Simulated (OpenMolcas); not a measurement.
## Single-point calculation of SiNH$_{4}$Cl (part 2 of 2)

Continued. System: SiNH$_{4}$Cl, SMILES N[SiH2]Cl. Method: RI-MP2/6-31++G**, RHF, in an applied electric field (OpenMolcas 26.06). The geometry comes from this level: GFN2-xTB.

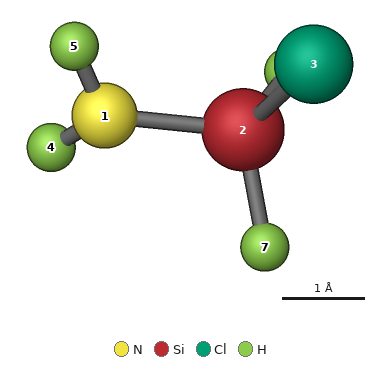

The input geometry (ball-and-stick view, seen at a tilt; atoms are numbered from 1 in the order of the input).

### What the program printed, continued
```
      Basis set list:
        1 N1     1s                 19 SI2    1s                 37 SI2    3d1-               55 CL3    2pz                73 H5     2py
        2 N1     1s                 20 SI2    1s                 38 SI2    3d0                56 CL3    2pz                74 H5     2pz
        3 N1     1s                 21 SI2    1s                 39 SI2    3d1+               57 CL3    2pz                75 H6     1s
        4 N1     1s                 22 SI2    1s                 40 SI2    3d2+               58 CL3    3d2-               76 H6     1s
        5 N1     2px                23 SI2    1s                 41 CL3    1s                 59 CL3    3d1-               77 H6     1s
        6 N1     2px                24 SI2    2px                42 CL3    1s                 60 CL3    3d0                78 H6     2px
        7 N1     2px                25 SI2    2px                43 CL3    1s                 61 CL3    3d1+               79 H6     2py
        8 N1     2py                26 SI2    2px                44 CL3    1s                 62 CL3    3d2+               80 H6     2pz
        9 N1     2py                27 SI2    2px                45 CL3    1s                 63 H4     1s                 81 H7     1s
       10 N1     2py                28 SI2    2py                46 CL3    2px                64 H4     1s                 82 H7     1s
       11 N1     2pz                29 SI2    2py                47 CL3    2px                65 H4     1s                 83 H7     1s
       12 N1     2pz                30 SI2    2py                48 CL3    2px                66 H4     2px                84 H7     2px
       13 N1     2pz                31 SI2    2py                49 CL3    2px                67 H4     2py                85 H7     2py
       14 N1     3d2-               32 SI2    2pz                50 CL3    2py                68 H4     2pz                86 H7     2pz
       15 N1     3d1-               33 SI2    2pz                51 CL3    2py                69 H5     1s
       16 N1     3d0                34 SI2    2pz                52 CL3    2py                70 H5     1s
       17 N1     3d1+               35 SI2    2pz                53 CL3    2py                71 H5     1s
       18 N1     3d2+               36 SI2    3d2-               54 CL3    2pz                72 H5     2px

  Index Energy  Occupation Coefficients ...

    1 -104.8097    2.0000         41 CL3    1s     ( 0.997),

    2  -68.8179    2.0000         19 SI2    1s     ( 0.997),

    3  -15.5422    2.0000          1 N1     1s     ( 0.996),

    4  -10.5515    2.0000         42 CL3    1s     ( 1.031),

    5   -8.0198    2.0000         50 CL3    2py    (-0.716),    54 CL3    2pz    ( 0.687),

    6   -8.0172    2.0000         46 CL3    2px    ( 0.990),

    7   -8.0171    2.0000         50 CL3    2py    ( 0.684),    54 CL3    2pz    ( 0.716),

    8   -6.1738    2.0000         20 SI2    1s     ( 1.030),

    9   -4.2811    2.0000         28 SI2    2py    (-0.660),    32 SI2    2pz    ( 0.742),

   10   -4.2793    2.0000         24 SI2    2px    ( 0.991),

   11   -4.2787    2.0000         28 SI2    2py    ( 0.740),    32 SI2    2pz    ( 0.660),

   12   -1.1441    2.0000          2 N1     1s     ( 0.371),     3 N1     1s     ( 0.404),    43 CL3    1s     ( 0.260),

   13   -1.0996    2.0000         42 CL3    1s     (-0.332),    43 CL3    1s     ( 0.643),

   14   -0.7319    2.0000         21 SI2    1s     ( 0.481),

   15   -0.6577    2.0000          8 N1     2py    ( 0.219),    11 N1     2pz    (-0.359),    12 N1     2pz    (-0.222),    63 H4     1s     ( 0.237),
                                  69 H5     1s     (-0.216),

   16   -0.5786    2.0000          5 N1     2px    (-0.358),     6 N1     2px    (-0.210),    25 SI2    2px    ( 0.230),    33 SI2    2pz    ( 0.232),
                                  51 CL3    2py    ( 0.215),

   17   -0.5436    2.0000          8 N1     2py    ( 0.138),    25 SI2    2px    (-0.244),    29 SI2    2py    ( 0.232),    33 SI2    2pz    ( 0.133),
                                  47 CL3    2px    (-0.188),    55 CL3    2pz    ( 0.263),    75 H6     1s     ( 0.155),    76 H6     1s     ( 0.184),
                                  81 H7     1s     (-0.190),    82 H7     1s     (-0.228),

   18   -0.5324    2.0000         29 SI2    2py    ( 0.225),    33 SI2    2pz    (-0.207),    51 CL3    2py    (-0.396),    55 CL3    2pz    ( 0.393),

   19   -0.4665    2.0000         47 CL3    2px    ( 0.630),    48 CL3    2px    ( 0.359),

   20   -0.4564    2.0000         51 CL3    2py    ( 0.423),    52 CL3    2py    ( 0.242),    55 CL3    2pz    ( 0.428),    56 CL3    2pz    ( 0.241),

   21   -0.4039    2.0000          8 N1     2py    ( 0.453),     9 N1     2py    ( 0.386),    11 N1     2pz    ( 0.238),    76 H6     1s     (-0.230),

   22    0.0253    0.0000         23 SI2    1s     (-2.915),    83 H7     1s     ( 2.658),

   23    0.0475    0.0000         23 SI2    1s     (-7.474),

   24    0.0610    0.0000         23 SI2    1s     (-3.589),    27 SI2    2px    (-2.170),    83 H7     1s     ( 3.899),

   25    0.0774    0.0000          4 N1     1s     ( 1.864),    23 SI2    1s     (-3.111),    31 SI2    2py    ( 1.739),    77 H6     1s     (-2.275),
                                  83 H7     1s     ( 3.181),

   26    0.0903    0.0000         23 SI2    1s     (-12.80),    77 H6     1s     ( 7.556),

   27    0.1160    0.0000         23 SI2    1s     (-5.339),    35 SI2    2pz    ( 4.070),    77 H6     1s     (-3.394),    83 H7     1s     ( 6.749),

   28    0.1243    0.0000         23 SI2    1s     (-10.42),

   29    0.1316    0.0000         27 SI2    2px    (-1.794),    65 H4     1s     ( 1.896),    71 H5     1s     (-3.491),    83 H7     1s     ( 2.109),

   30    0.1510    0.0000         23 SI2    1s     (-11.72),

   31    0.1717    0.0000         23 SI2    1s     (-4.248),    83 H7     1s     ( 2.962),

   32    0.1788    0.0000         23 SI2    1s     (-9.020),

   33    0.1994    0.0000         35 SI2    2pz    (-4.014),    45 CL3    1s     ( 3.600),    65 H4     1s     (-2.530),    71 H5     1s     ( 2.227),
                                  83 H7     1s     (-2.066),

   34    0.2143    0.0000         23 SI2    1s     (-9.231),

   35    0.2481    0.0000         23 SI2    1s     (-13.57),    45 CL3    1s     ( 9.686),

   36    0.2600    0.0000         23 SI2    1s     (-4.624),    45 CL3    1s     ( 2.614),    77 H6     1s     ( 2.756),

   37    0.2782    0.0000          7 N1     2px    ( 2.175),    22 SI2    1s     (-2.601),    23 SI2    1s     (-2.751),    27 SI2    2px    ( 1.513),
                                  65 H4     1s     ( 1.955),    71 H5     1s     ( 2.262),

   38    0.2906    0.0000          4 N1     1s     ( 6.171),    23 SI2    1s     (-11.54),

   39    0.3037    0.0000          4 N1     1s     ( 5.305),    23 SI2    1s     (-7.206),    77 H6     1s     ( 5.558),

   40    0.3235    0.0000          4 N1     1s     ( 7.848),    22 SI2    1s     (-4.036),    23 SI2    1s     (-4.914),

   41    0.3242    0.0000          4 N1     1s     (-2.123),    22 SI2    1s     ( 1.826),    35 SI2    2pz    ( 1.574),    45 CL3    1s     (-2.155),
                                  65 H4     1s     ( 1.821),    77 H6     1s     (-1.084),    82 H7     1s     (-1.169),

   42    0.3840    0.0000         13 N1     2pz    ( 1.463),    23 SI2    1s     (-1.307),    34 SI2    2pz    (-1.411),    64 H4     1s     ( 2.566),
                                  70 H5     1s     (-1.329),

   43    0.4134    0.0000          4 N1     1s     (-5.878),    23 SI2    1s     ( 6.725),

   44    0.4795    0.0000          4 N1     1s     ( 1.237),    23 SI2    1s     (-1.513),    26 SI2    2px    (-0.912),    29 SI2    2py    (-0.822),
                                  30 SI2    2py    ( 1.342),    33 SI2    2pz    (-0.869),    34 SI2    2pz    ( 1.427),

   45    0.4969    0.0000         23 SI2    1s     (-6.547),

--

++    Molecular charges:
      ------------------

      Mulliken charges per centre and basis function type
      ---------------------------------------------------

                N1      SI2     CL3     H4      H5      H6      H7
      1s       3.5719  5.0942  5.9435  0.6437  0.6120  1.1389  1.1793
      2px      1.3116  2.5634  3.9294  0.0048  0.0136  0.0002  0.0033
      2pz      1.3781  2.5366  3.7102  0.0135  0.0071  0.0015  0.0025
      2py      1.7068  2.5686  3.7029  0.0104  0.0080  0.0045  0.0003
      3d2+     0.0042  0.0810  0.0034  0.0000  0.0000  0.0000  0.0000
      3d1+     0.0057  0.0870  0.0013  0.0000  0.0000  0.0000  0.0000
      3d0      0.0005  0.0246  0.0025  0.0000  0.0000  0.0000  0.0000
      3d1-     0.0050  0.0828  0.0101  0.0000  0.0000  0.0000  0.0000
      3d2-     0.0008  0.0288  0.0013  0.0000  0.0000  0.0000  0.0000
      Total    7.9847 13.0670 17.3046  0.6725  0.6407  1.1451  1.1853

      N-E     -0.9847  0.9330 -0.3046  0.3275  0.3593 -0.1451 -0.1853

      Total electronic charge=   42.000000

      Total            charge=   -0.000000
--

++    Molecular properties:
      ---------------------

      Charge (e):
                      =   -0.0000
      Dipole Moment (debye):
      Origin of the operator (angstrom)=    0.2928   -0.5399    0.6954
                   X= -1.8380E+00               Y=  1.8927E+00               Z= -1.3813E+00           Total=  2.9780E+00
      Quadrupole Moment (debye*angstrom):
      Origin of the operator (angstrom)=    0.2928   -0.5399    0.6954
                  XX= -3.0711E+01              XY= -7.5324E-01              XZ=  1.3737E+00              YY= -3.4407E+01
                  YZ= -2.3825E+00              ZZ= -3.3685E+01
      In traceless form (debye*angstrom)
                  XX=  3.3352E+00              XY= -1.1299E+00              XZ=  2.0606E+00              YY= -2.2093E+00
                  YZ= -3.5737E+00              ZZ= -1.1260E+00
--

--- Stop Module: scf /rc=_RC_ALL_IS_WELL_ ---
--- Module scf spent 2 seconds ---

--- Start Module: mbpt2 ---

                                               &MBPT2

                       available to each process: 1.9 GB of memory, 1 thread

WARNING!
Default frozen orbitals as non valence orbitals is overwritten by user input.
Default values:   8

      Cartesian coordinates in angstrom:
      -----------------------------------------------------
      No.  Label        X            Y            Z
      -----------------------------------------------------
       1   N1        -0.83031000  -0.13628000  -0.65638000
       2   SI2        0.58700000   0.11346000   0.27918000
       3   CL3        0.54966000  -1.32543000   1.68772000
       4   H4        -1.00179000   0.42589000  -1.47201000
       5   H5        -1.69748000  -0.38466000  -0.20817000
       6   H6         0.67541000   1.39283000   0.98756000
       7   H7         1.71751000  -0.08581000  -0.61791000
      -----------------------------------------------------
      Nuclear repulsion energy =  153.23283003

      Contents of RUNFILE file:
      -------------------------

      Symmetry species                           1
                                                 a
      Number of basis functions                 86
      Frozen occupied orbitals                  11
      Active occupied orbitals                  10
      Active external orbitals                  65
      Deleted external orbitals                  0

      Reference numbers of frozen occupied orbitals according to the original input sequence
      symmetry species 1                        1  2  3  4  5  6  7  8  9 10 11

      Energies of the active occupied orbitals

      symmetry species 1                    -1.144142     -1.099594     -0.731896     -0.657683     -0.578602
                                            -0.543626     -0.532399     -0.466550     -0.456365     -0.403922

      Energies of the active external orbitals

      symmetry species 1                     0.025333      0.047507      0.060974      0.077410      0.090337
                                             0.115970      0.124344      0.131624      0.150963      0.171683
                                             0.178848      0.199402      0.214336      0.248082      0.260048
                                             0.278185      0.290571      0.303660      0.323454      0.324197
                                             0.384000      0.413385      0.479516      0.496873      0.549096
                                             0.640063      0.748014      0.763510      0.797322      0.851304
                                             0.861035      0.899922      0.948635      0.965648      1.054874
                                             1.143415      1.154522      1.198833      1.216943      1.227329
                                             1.252347      1.266537      1.315767      1.386095      1.426326
                                             1.479922      1.587368      1.662020      1.789341      1.963490
                                             2.365113      2.387342      2.445661      2.507997      2.518183
                                             2.524869      2.614692      2.777858      2.876742      2.957882
                                             3.005043      3.139329      3.290665      3.727100      3.831571

      ********************************************************************************************************
      *                                               Results                                                *
      ********************************************************************************************************

       SCF energy                           =     -805.2640785295 a.u.
       Second-order correlation energy      =       -0.3977206693 a.u.
       ( Opposite-Spin contribution         =       -0.3039378623 )

       Total energy                         =     -805.6617991988 a.u.

       Reference weight ( Cref**2 )         =        0.87951

::    Total MBPT2 energy                             -805.6617991988

       Zeroth-order energy (E0)             =     -345.5733844306 a.u.

       Shanks-type energy S1(E)             =     -805.6621436015 a.u.

--- Stop Module: mbpt2 /rc=_RC_ALL_IS_WELL_ ---

.##################.
.# Happy landing! #.
.##################.

    Timing: Wall=5.54 User=4.97 System=0.51
```

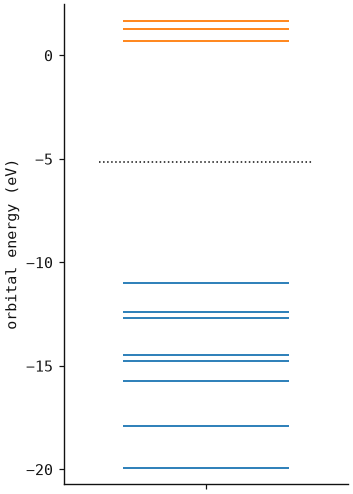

Orbital energies near the frontier (SCF reference); the dotted line parts filled from empty levels, and levels within 0.02 eV of each other stand side by side. Highest filled −10.99 eV, lowest empty 0.69 eV, 11.68 eV apart.

The run was set up as follows.

### The input
```
>>> EXPORT MOLCAS_PRINT=2

&gateway
 baslib
 $CurrDir
 coord
 7
 bohr
 N     -1.56905850    -0.25753188    -1.24037843
 Si     1.10926924     0.21440833     0.52757374
 Cl     1.03870686    -2.50469970     3.18932858
 H     -1.89310873     0.80481546    -2.78169575
 H     -3.20777230    -0.72690205    -0.39338429
 H      1.27633992     2.63206724     1.86621793
 H      3.24562352    -0.16215740    -1.16768067
 basis
 6-31ppGss
 group
 NoSym
 ricd

&seward

&ffpt
 dipole
 X 0.01

&scf
 prorbitals
 1 2

&mbpt2
 frozen
 11
```

Run as:
```bash
export MOLCAS_MEM=1860
pymolcas test.inp > test.log
```

### Summary

```tsv
quantity	value
outcome	converged
total energy	−805.661799 hartree
SCF energy	−805.264079 hartree
MP2 energy	−805.661799 hartree
correlation energy	−0.397721 hartree
basis functions	86
HOMO of the SCF reference	−10.99 eV
LUMO of the SCF reference	0.69 eV
hardware	1 thread of Arm Neoverse N1, 54 GiB of memory available, shared host
wall time	6 s
peak memory	0.25 GiB
```
